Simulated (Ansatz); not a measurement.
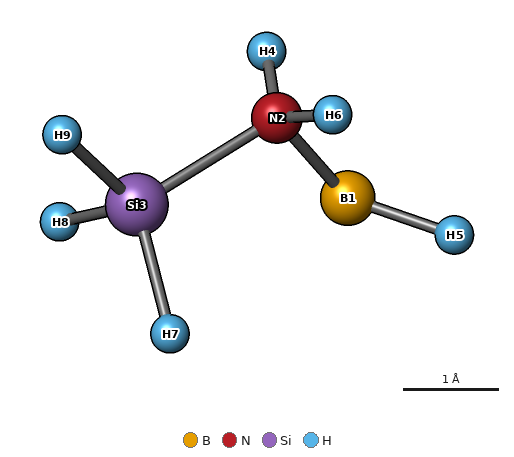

Fig. 1: The input geometry (ball-and-stick view, seen at a tilt; atoms are numbered from 1 in the order of the input).

## Geometry relaxation of BSiNH6 (part 1 of 2)

BSiNH6, computed with RKS B3LYP/cc-pVDZ (Ansatz 0.2.0).

It belongs to a series of runs on one base structure; here: end point B relaxed. Figures and captions count atoms from 1; the log counts them from 0 in places.

## The input
```yaml
crystal:
  periodic: [false, false, false]
  atoms:
    - { symbol: B, position_ang: [-0.6354, 0.6856, -1.0937] }
    - { symbol: "N", position_ang: [-0.489, 0.6696, 0.402] }
    - { symbol: Si, position_ang: [0.4134, -0.8119, 0.753] }
    - { symbol: H, position_ang: [-1.52175, 0.55447, 0.44399] }
    - { symbol: H, position_ang: [-0.2161, 1.6092, -1.7522] }
    - { symbol: H, position_ang: [0.121, 1.4967, 0.6661] }
    - { symbol: H, position_ang: [1.7597, -0.7825, 0.0579] }
    - { symbol: H, position_ang: [-0.2847, -1.98, 0.3462] }
    - { symbol: H, position_ang: [0.7036, -0.8688, 2.2555] }
basis:
  gaussian: { orbitals: cc-pVDZ }
hamiltonian:
  xc: b3lyp
relax:
  f_tol: 0.02
  max_steps: 50
output:
  orbitals: {}
```

Run on 1 thread of Intel Xeon @ 2.50GHz (Skylake/Cascade Lake), 176 GiB of memory available, shared host.

Command:
```bash
ansatz run input.yaml --threads 1 --pin off --max-ram 2048MiB --backend cpu --events-out ev --progress --plain --runs-dir out
```

## The program's output
```
The last accepted step is kept in [file] (removed where the run ends without a failure and the disk answers)
Engine: ansatz 0.2.0, x86_64-unknown-linux-gnu
Functional definition: B3LYP
  parameter a0 = 0.2
  parameter ax = 0.72
  parameter ac = 0.81
  exchange = (1 - a0 - ax)*slater_x + ax*b88_x + a0*exact_x
  correlation = (1 - ac)*vwn_rpa_c + ac*lyp_c
828 factors; integrals over basis functions are off by at most 4.0e-4 eV
mean field evaluation 1: about -10133.8859 eV, gradient 4.3e1 eV
mean field evaluation 2: about -10130.3834 eV, gradient 5.6e1 eV
mean field evaluation 4: about -10138.1387 eV, gradient 1.2e0 eV
mean field evaluation 8: about -10138.1417 eV, gradient 2.5e-2 eV
mean field -10138.14170165 eV, -372.5698356565 hartree, gradient 4.8e-5 eV, S^2 0.000000; 0 other end points of the search recorded, 0 dependent functions left out
the calculation of the forces begins
reference -10138.14195733 eV, -372.5698450523 hartree; 16, 16 occupied and 60, 60 virtual orbitals, 828 factors
relax step   1: F+E_penalty+E_count = -10138.14170165 eV  Δ(F+E_penalty+E_count) = +0.000e0 eV  max|allowed force component| = 2.385e0 eV/Å  Δτ_max = 0.0000 Å  (25 SCF iters, accepted)
these checks for a lower state are left out or cut short: starts, cluster_reference, orbital_swaps, neighbouring_geometries, increment
828 factors; integrals over basis functions are off by at most 4.1e-4 eV
mean field evaluation 16: about -10138.5938 eV, gradient 7.4e0 eV
mean field -10138.82381573 eV, -372.5949028863 hartree, gradient 2.3e-5 eV, S^2 0.000000; 0 other end points of the search recorded, 0 dependent functions left out
[... from here on the field's lines of each further geometry are left out, up to the last ...]
relax step   2: F+E_penalty+E_count = -10138.82381573 eV  Δ(F+E_penalty+E_count) = -6.821e-1 eV  max|allowed force component| = 1.273e0 eV/Å  Δτ_max = 0.1404 Å  (29 SCF iters, accepted)
relax step   3: F+E_penalty+E_count = -10139.07207125 eV  Δ(F+E_penalty+E_count) = -2.483e-1 eV  max|allowed force component| = 8.322e-1 eV/Å  Δτ_max = 0.1941 Å  (27 SCF iters, accepted)
relax step   4: F+E_penalty+E_count = -10139.17319902 eV  Δ(F+E_penalty+E_count) = -1.011e-1 eV  max|allowed force component| = 7.461e-1 eV/Å  Δτ_max = 0.1245 Å  (28 SCF iters, accepted)
relax step   5: F+E_penalty+E_count = -10139.29297985 eV  Δ(F+E_penalty+E_count) = -1.198e-1 eV  max|allowed force component| = 1.125e0 eV/Å  Δτ_max = 0.1909 Å  (28 SCF iters, accepted)
relax step   6: F+E_penalty+E_count = -10139.46322142 eV  Δ(F+E_penalty+E_count) = -1.702e-1 eV  max|allowed force component| = 1.633e0 eV/Å  Δτ_max = 0.1950 Å  (29 SCF iters, accepted)
relax step   7: F+E_penalty+E_count = -10139.81862812 eV  Δ(F+E_penalty+E_count) = -3.554e-1 eV  max|allowed force component| = 2.483e0 eV/Å  Δτ_max = 0.1955 Å  (28 SCF iters, accepted)
relax step   8: F+E_penalty+E_count = -10140.87777696 eV  Δ(F+E_penalty+E_count) = -1.059e0 eV  max|allowed force component| = 2.476e0 eV/Å  Δτ_max = 0.1958 Å  (28 SCF iters, accepted)
relax step   9: F+E_penalty+E_count = -10141.72668872 eV  Δ(F+E_penalty+E_count) = -8.489e-1 eV  max|allowed force component| = 2.081e0 eV/Å  Δτ_max = 0.1963 Å  (27 SCF iters, accepted)
relax step  10: F+E_penalty+E_count = -10142.34506868 eV  Δ(F+E_penalty+E_count) = -6.184e-1 eV  max|allowed force component| = 9.317e-1 eV/Å  Δτ_max = 0.1953 Å  (26 SCF iters, accepted)
relax step  11: F+E_penalty+E_count = -10142.66433863 eV  Δ(F+E_penalty+E_count) = -3.193e-1 eV  max|allowed force component| = 8.537e-1 eV/Å  Δτ_max = 0.1945 Å  (26 SCF iters, accepted)
relax step  12: F+E_penalty+E_count = -10142.89159303 eV  Δ(F+E_penalty+E_count) = -2.273e-1 eV  max|allowed force component| = 6.227e-1 eV/Å  Δτ_max = 0.2000 Å  (26 SCF iters, accepted)
relax step  13: F+E_penalty+E_count = -10143.04261024 eV  Δ(F+E_penalty+E_count) = -1.510e-1 eV  max|allowed force component| = 3.955e-1 eV/Å  Δτ_max = 0.2000 Å  (26 SCF iters, accepted)
relax step  14: F+E_penalty+E_count = -10143.07159190 eV  Δ(F+E_penalty+E_count) = -2.898e-2 eV  max|allowed force component| = 1.668e-1 eV/Å  Δτ_max = 0.2000 Å  (25 SCF iters, accepted)
relax step  15: F+E_penalty+E_count = -10143.06542672 eV  Δ(F+E_penalty+E_count) = +6.165e-3 eV  max|allowed force component| = 4.231e-1 eV/Å  Δτ_max = 0.1997 Å  (27 SCF iters, rejected (line search))
relax step  16: F+E_penalty+E_count = -10143.08560430 eV  Δ(F+E_penalty+E_count) = -1.401e-2 eV  max|allowed force component| = 3.894e-2 eV/Å  Δτ_max = 0.0953 Å  (23 SCF iters, accepted)
relax step  17: F+E_penalty+E_count = -10143.08988127 eV  Δ(F+E_penalty+E_count) = -4.277e-3 eV  max|allowed force component| = 1.340e-1 eV/Å  Δτ_max = 0.0999 Å  (22 SCF iters, accepted)
relax step  18: F+E_penalty+E_count = -10143.09297802 eV  Δ(F+E_penalty+E_count) = -3.097e-3 eV  max|allowed force component| = 5.827e-2 eV/Å  Δτ_max = 0.0535 Å  (23 SCF iters, accepted)
relax step  19: F+E_penalty+E_count = -10143.09492732 eV  Δ(F+E_penalty+E_count) = -1.949e-3 eV  max|allowed force component| = 4.908e-1 eV/Å  Δτ_max = 0.1958 Å  (26 SCF iters, accepted)
relax step  20: F+E_penalty+E_count = -10143.09575682 eV  Δ(F+E_penalty+E_count) = -8.295e-4 eV  max|allowed force component| = 9.498e-1 eV/Å  Δτ_max = 0.0336 Å  (23 SCF iters, accepted)
relax step  21: F+E_penalty+E_count = -10143.11760941 eV  Δ(F+E_penalty+E_count) = -2.185e-2 eV  max|allowed force component| = 6.718e-2 eV/Å  Δτ_max = 0.1424 Å  (24 SCF iters, accepted)
relax step  22: F+E_penalty+E_count = -10143.11050926 eV  Δ(F+E_penalty+E_count) = +7.100e-3 eV  max|allowed force component| = 2.508e-1 eV/Å  Δτ_max = 0.0381 Å  (23 SCF iters, rejected (line search))
relax step  23: F+E_penalty+E_count = -10143.11888635 eV  Δ(F+E_penalty+E_count) = -1.277e-3 eV  max|allowed force component| = 1.858e-2 eV/Å  Δτ_max = 0.0186 Å  (22 SCF iters, accepted)
relax step  24: F+E_penalty+E_count = -10143.12189802 eV  Δ(F+E_penalty+E_count) = -3.012e-3 eV  max|allowed force component| = 1.848e-1 eV/Å  Δτ_max = 0.0976 Å  (22 SCF iters, accepted)
relax step  25: F+E_penalty+E_count = -10143.12323947 eV  Δ(F+E_penalty+E_count) = -1.341e-3 eV  max|allowed force component| = 1.406e-1 eV/Å  Δτ_max = 0.0515 Å  (23 SCF iters, accepted)
relax step  26: F+E_penalty+E_count = -10143.12411056 eV  Δ(F+E_penalty+E_count) = -8.711e-4 eV  max|allowed force component| = 7.847e-2 eV/Å  Δτ_max = 0.0346 Å  (22 SCF iters, accepted)
relax step  27: F+E_penalty+E_count = -10143.12440716 eV  Δ(F+E_penalty+E_count) = -2.966e-4 eV  max|allowed force component| = 6.478e-2 eV/Å  Δτ_max = 0.0286 Å  (22 SCF iters, accepted)
relax step  28: F+E_penalty+E_count = -10143.12443041 eV  Δ(F+E_penalty+E_count) = -2.326e-5 eV  max|allowed force component| = 2.784e-2 eV/Å  Δτ_max = 0.0102 Å  (20 SCF iters, accepted)
the calculation of the forces begins
reference -10143.12474212 eV, -372.7529590161 hartree; 16, 16 occupied and 60, 60 virtual orbitals, 828 factors
relax step  29: F+E_penalty+E_count = -10143.12447529 eV  Δ(F+E_penalty+E_count) = -4.488e-5 eV  max|allowed force component| = 1.177e-2 eV/Å  Δτ_max = 0.0028 Å  (17 SCF iters, accepted)
828 factors; integrals over basis functions are off by at most 6.6e-4 eV
mean field evaluation 192: about -10143.1262 eV, gradient 7.5e-2 eV
```

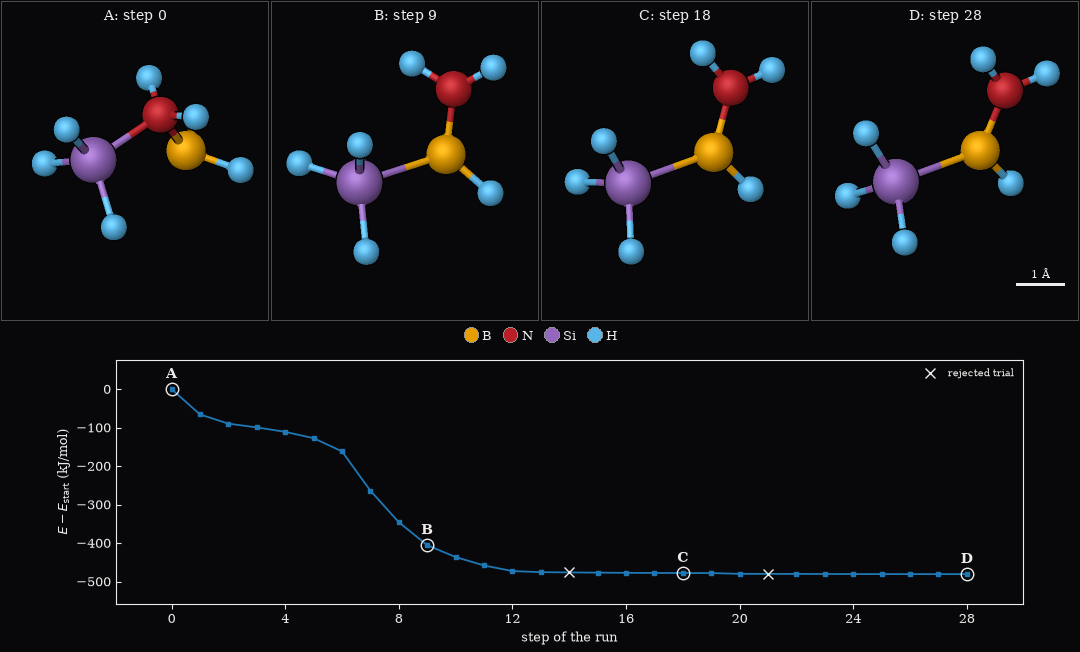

Fig. 2: Frames of the relaxation (ball-and-stick view, seen at a tilt) above the curves, on which the letters mark them (the first geometry is step 0 here and step 1 in the log).

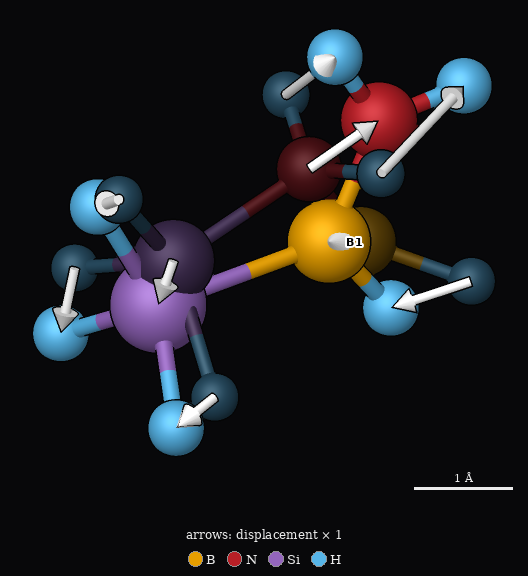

Fig. 3: Start (faint) and end (solid) with the displacements as white arrows, at true length (ball-and-stick view, seen at a tilt). The two geometries are laid on each other by the best rigid fit. The atom that moves furthest after the best rigid fit is H6 (1.74 Å). Largest moves by element: H 1.74 Å, N 0.88 Å, B 0.84 Å, Si 0.51 Å. Among the contacts that change: N2–Si3 1.770 → 2.997 Å, B1–Si3 2.599 → 2.030 Å, B1–N2 1.503 → 1.390 Å, Si3–H8 1.420 → 1.502 Å. New bonds form: B1–Si3 (2.60 → 2.03 Å). Bonds break: N2–Si3 (1.77 → 3.00 Å). Among the angles that change: B1–N2–H4 86.8° → 123.8°, H4–N2–H6 130.3° → 113.0°, B1–N2–H6 107.2° → 123.2°. After 28 geometry steps the energy has fallen by 480.8 kJ/mol. Largest force component: 2.4 eV/Å at the start, 0.012 eV/Å at the end. The line search rejected the trial steps at points 14, 21 (counted from 0) and went back. (Atoms are counted from 1 in the order of the input.)

```
mean field -10143.12447529 eV, -372.7529492103 hartree, gradient 7.3e-5 eV, S^2 0.000000; 1 other end points of the search recorded, 0 dependent functions left out
the calculation of the forces begins
reference -10143.12474212 eV, -372.7529590161 hartree; 16, 16 occupied and 60, 60 virtual orbitals, 828 factors
Total energy: -10143.12474212 eV, -372.7529590161 hartree
Atom 0 at    -0.233603     0.569058    -0.363407 Å, force     0.004760    -0.000097     0.003207 eV/Å
Atom 1 at    -0.866931     1.441469     0.514551 Å, force    -0.001935     0.001752    -0.011771 eV/Å
Atom 2 at     0.672119    -1.121547     0.301760 Å, force    -0.000803     0.002117     0.000638 eV/Å
Atom 3 at    -0.917072     1.295472     1.517199 Å, force    -0.000607    -0.002328     0.004061 eV/Å
Atom 4 at    -0.242045     0.856107    -1.537612 Å, force    -0.001444    -0.002392     0.000379 eV/Å
Atom 5 at    -1.329583     2.293925     0.214450 Å, force     0.000885     0.001230     0.004591 eV/Å
Atom 6 at     2.134668    -1.132028    -0.039438 Å, force    -0.000492     0.000653    -0.000538 eV/Å
Atom 7 at     0.071399    -2.347986    -0.323035 Å, force    -0.000326    -0.000708    -0.000172 eV/Å
Atom 8 at     0.561798    -1.282099     1.794324 Å, force    -0.000037    -0.000227    -0.000395 eV/Å
Dipole moment:    -0.289241     0.440982     0.213915 e Å
```

## Trajectory as extended XYZ (Å, eV, eV/Å), 29 frames, from step=1 to step=29
```
9
Properties=species:S:1:pos:R:3:forces:R:3 step=1 energy=-10138.14170
B    -0.6354    0.6856   -1.0937   -0.9113  -1.8650  -2.1717
N    -0.4890    0.6696    0.4020    1.7426   2.3847  -0.6323
Si    0.4134   -0.8119    0.7530    1.8945  -1.3378   0.5565
H    -1.5217    0.5545    0.4440   -0.4136   0.4423   0.7500
H    -0.2161    1.6092   -1.7522    0.2795   0.5547   0.6541
H     0.1210    1.4967    0.6661   -1.1508   0.1676   1.3527
H     1.7597   -0.7825    0.0579   -0.3935   0.2333   0.1877
H    -0.2847   -1.9800    0.3462   -0.8324  -0.9603  -0.2509
H     0.7036   -0.8688    2.2555   -0.2149   0.3805  -0.4461
9
Properties=species:S:1:pos:R:3:forces:R:3 step=2 energy=-10138.82382
B    -0.6377    0.5882   -1.1713    0.3989  -0.0609  -1.1958
N    -0.4353    0.6807    0.3493    0.0026   1.2731   0.2110
Si    0.4390   -0.8565    0.7076    0.5810  -0.7329   0.2677
H    -1.4692    0.5484    0.4706    0.4907   0.3529   0.7921
H    -0.1918    1.6292   -1.6582   -0.1269  -0.0612  -0.0082
H     0.0671    1.5238    0.7889   -1.0586  -0.4529   0.0696
H     1.7660   -0.7674    0.0216   -0.1666  -0.0690   0.0280
H    -0.3654   -2.0325    0.3682   -0.1351  -0.2349   0.0387
H     0.6780   -0.7416    2.2021    0.0140  -0.0142  -0.2032
9
Properties=species:S:1:pos:R:3:forces:R:3 step=3 energy=-10139.07207
B    -0.5376    0.5807   -1.2575    0.5434   0.3256  -0.1925
N    -0.4268    0.7065    0.3244   -0.5369   0.8102   0.7649
Si    0.4488   -0.8823    0.6950   -0.1095  -0.1895  -0.2278
H    -1.4399    0.5356    0.5144    0.6061   0.1589   0.3384
H    -0.1789    1.6878   -1.6987   -0.1058  -0.2938  -0.0179
H    -0.0796    1.5568    0.9116   -0.5766  -0.8322  -0.7021
H     1.7424   -0.8249   -0.0299    0.0234  -0.1248  -0.0399
H    -0.4064   -2.0819    0.4515    0.1451   0.1942   0.0992
H     0.7288   -0.7060    2.1678    0.0109  -0.0487  -0.0222
9
Properties=species:S:1:pos:R:3:forces:R:3 step=4 energy=-10139.17320
B    -0.4520    0.5680   -1.2660    0.2634   0.0543   0.4410
N    -0.4640    0.7295    0.3434   -0.4513   0.7315   0.6263
Si    0.4564   -0.8711    0.6598   -0.3252  -0.0524  -0.3666
H    -1.4520    0.5181    0.5823    0.4319  -0.0186   0.0106
H    -0.1116    1.6630   -1.7067    0.0436  -0.0558  -0.0849
H    -0.1944    1.5818    0.9529   -0.2345  -0.7419  -0.7461
H     1.7325   -0.8667   -0.0971    0.0434  -0.0355   0.0094
H    -0.4219   -2.0656    0.4848    0.1402   0.1497   0.0671
H     0.7578   -0.6845    2.1253    0.0886  -0.0314   0.0432
9
Properties=species:S:1:pos:R:3:forces:R:3 step=5 energy=-10139.29298
B    -0.3247    0.5251   -1.2128   -0.1765  -0.0165   1.1250
N    -0.5529    0.7743    0.3949   -0.2708   0.5764  -0.0508
Si    0.4338   -0.8418    0.5875   -0.1780  -0.0908  -0.5293
H    -1.5042    0.4894    0.6726    0.2101  -0.1559  -0.2567
H     0.0602    1.5801   -1.6987    0.0958  -0.0728   0.0189
H    -0.3622    1.6304    0.9826    0.1053  -0.3004  -0.4461
H     1.6941   -0.8789   -0.2018    0.1415  -0.0018   0.0644
H    -0.4453   -2.0422    0.5218    0.0728   0.0272   0.0472
H     0.8520   -0.6641    2.0327   -0.0003   0.0346   0.0273
9
Properties=species:S:1:pos:R:3:forces:R:3 step=6 energy=-10139.46322
B    -0.2539    0.4680   -1.1013   -0.4004   0.5519   1.6327
N    -0.6292    0.8325    0.4499   -0.3325   0.3949  -1.0219
Si    0.4123   -0.8118    0.4797    0.0133  -0.7723  -0.2759
H    -1.5539    0.4838    0.7331    0.2205  -0.1984  -0.1509
H     0.2015    1.4556   -1.6486    0.0051  -0.1418  -0.0610
H    -0.4713    1.6962    0.9922    0.1483   0.2235  -0.1493
H     1.7051   -0.8848   -0.2711    0.3049  -0.0661   0.0817
H    -0.4476   -2.0300    0.5259    0.0715  -0.0999   0.0023
H     0.8877   -0.6371    1.9190   -0.0306   0.1081  -0.0576
9
Properties=species:S:1:pos:R:3:forces:R:3 step=7 energy=-10139.81863
B    -0.2064    0.4634   -0.9262   -0.9743   2.4834   1.6289
N    -0.7317    0.9436    0.5038   -0.4499  -0.2211  -2.4573
Si    0.3956   -0.8327    0.3416    1.4238  -2.4785   0.9971
H    -1.6063    0.4869    0.8053    0.5594   0.0550   0.1042
H     0.3387    1.3235   -1.6044   -0.3367  -0.3338   0.1049
H    -0.6054    1.8291    0.9720   -0.1025   0.8340   0.0713
H     1.7721   -0.9544   -0.3040    0.0877  -0.3863   0.0115
H    -0.4256   -2.0803    0.5189    0.1043  -0.1075  -0.1861
H     0.9199   -0.6069    1.7719   -0.3117   0.1549  -0.2744
9
Properties=species:S:1:pos:R:3:forces:R:3 step=8 energy=-10140.87778
B    -0.2143    0.5382   -0.7770   -0.4848   1.9606   2.1915
N    -0.8272    1.0633    0.4982   -0.4272  -0.4395  -2.4761
Si    0.4517   -0.9350    0.2911    1.6738  -1.7901   0.1802
H    -1.6147    0.4949    0.8604    0.8987   0.5157   0.3098
H     0.3964    1.2621   -1.5657   -0.5286  -0.2268   0.3920
H    -0.7199    1.9757    0.9108   -0.5620   0.7800  -0.0841
H     1.8478   -1.0740   -0.3382   -0.3056  -0.6215   0.0642
H    -0.3949   -2.1575    0.4889    0.1489  -0.2290  -0.1893
H     0.9258   -0.5954    1.7103   -0.4131   0.0507  -0.3882
9
Properties=species:S:1:pos:R:3:forces:R:3 step=9 energy=-10141.72669
B    -0.1967    0.5888   -0.6366   -0.1065   1.7342   1.3978
N    -0.9237    1.1792    0.4867   -0.1838  -1.6393  -2.0814
Si    0.5050   -1.0252    0.2375    1.4688  -0.8478   0.2324
H    -1.5960    0.5118    0.9288    1.0002   1.2394   0.2792
H     0.4320    1.2191   -1.5184   -0.7085  -0.2129   0.7833
H    -0.8400    2.1137    0.8396   -0.7057   0.7035  -0.0417
H     1.9149   -1.1922   -0.3690   -0.6194  -0.5831   0.0608
H    -0.3609   -2.2275    0.4577    0.1616  -0.2551  -0.2377
H     0.9162   -0.5953    1.6525   -0.3067  -0.1388  -0.3927
```
